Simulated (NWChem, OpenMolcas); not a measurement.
# How basis sets differ on CH4O (methanol)

CH4O: 6 atoms, total charge 0, spin state singlet. As SMILES, `CO`. Geometry: relaxed at PBE0-D4/def2-TZVP.

Quantity: the vertical ionisation energy, in eV. The values are calculated.

**The experiment to reproduce.** NIST CCCBDB gives the vertical ionisation energy of the gas as 10.96 eV.

```tsv
level	kind	program	value (eV)	computed − measured	CPU time (all runs)
M06-2X/6-311G(2df,2pd)	hybrid meta-GGA	NWChem	10.97	+0.01	99 s
M06-2X/6-311G**	hybrid meta-GGA	NWChem	10.96	0.00	34 s
M06-2X/6-31G* (spherical functions)	hybrid meta-GGA	NWChem	10.86	-0.10	21 s
M06-2X/6-31G** (spherical functions)	hybrid meta-GGA	NWChem	10.85	-0.11	26 s
M06-2X/STO-3G	hybrid meta-GGA	OpenMolcas	8.65	-2.31	14 s
M06-2X/3-21G	hybrid meta-GGA	NWChem	10.62	-0.34	13 s
M06-2X/6-31G	hybrid meta-GGA	NWChem	10.89	-0.07	15 s
M06-2X/def2-TZVP	hybrid meta-GGA	NWChem	11.06	+0.10	99 s
```

Nearest: M06-2X/6-311G** (0.00 eV); farthest: M06-2X/STO-3G (-2.31 eV). Without the sets that lack polarisation functions the rows with a basis span only 10.85 to 11.06 eV. Times are those of the runs behind each value, whatever else they computed, on shared processors of several kinds: orders of magnitude only.

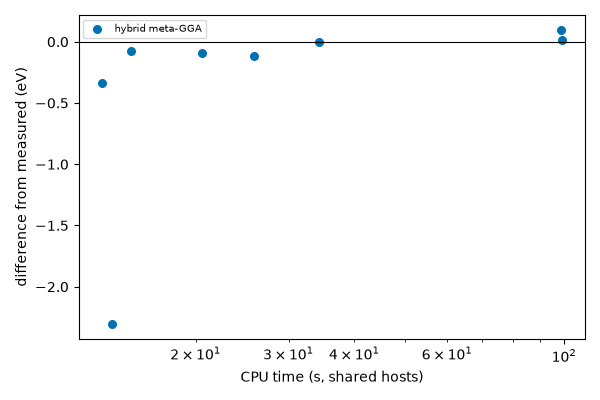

Difference from the measured value against processor time, one point a level.
